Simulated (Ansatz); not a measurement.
# SnO: response to strain

Take SnO (space group P4/nmm, No. 129; layered, stacked along the Cartesian z axis) as the base.

```yaml
crystal:
  lattice:
    - [3.83709, 0.00000, 0.00000]
    - [0.00000, 3.83709, 0.00000]
    - [0.00000, 0.00000, 4.75881]
  atoms:
    - { symbol: Sn, position: [0.50000, 0.00000, 0.75657] }
    - { symbol: Sn, position: [0.00000, 0.50000, 0.24343] }
    - { symbol: O, position: [0.50000, 0.50000, 0.00000] }
    - { symbol: O, position: [0.00000, 0.00000, 0.00000] }
```

Cartesian axes are those of the cell as printed.

Strains are applied to the cell and any free atomic positions relax; under biaxial strain the out-of-plane vector relaxes too.

The values are results of DFT with PBE-D3(BJ), PAW potentials and a 420 eV plane-wave cutoff in Ansatz (a first-principles code), spin-orbit coupling left out, not measurements.

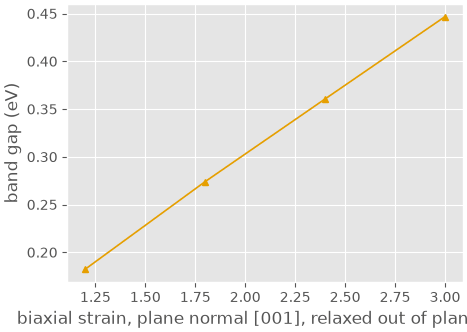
Figure. Band gap against biaxial strain, plane normal [001], relaxed out of plane

```json
[
 {"biaxial strain, plane normal [001], relaxed out of plane (%)": "1.2", "band gap": "0.18 eV"},
 {"biaxial strain, plane normal [001], relaxed out of plane (%)": "1.8", "band gap": "0.27 eV"},
 {"biaxial strain, plane normal [001], relaxed out of plane (%)": "2.4", "band gap": "0.36 eV"},
 {"biaxial strain, plane normal [001], relaxed out of plane (%)": "3", "band gap": "0.45 eV"}
]
```

Whether these cells are dynamically stable was not tested. All final runs are without spin polarisation. A zero or small gap of SnO can be the functional's error rather than a property of the material.
